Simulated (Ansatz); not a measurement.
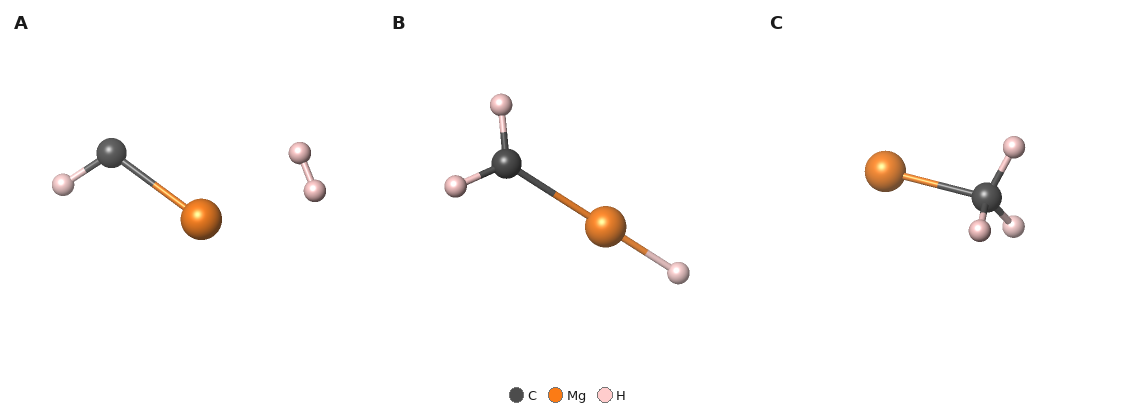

3 stationary structures of one formula. State: charge +1, singlet. Geometries: PBE0-D4/def2-TZVP. Electronic energies: RHF-CCSD(T) (frozen core)/def2-TZVPP (Ansatz 0.2.0), without zero-point energy. No frequency run is at hand to confirm each as a minimum.

Which structure is the most stable?

Answer. C is lowest (C3v); B lies 316.0 kJ/mol above it, A lies 495.3 kJ/mol above it (Cs).
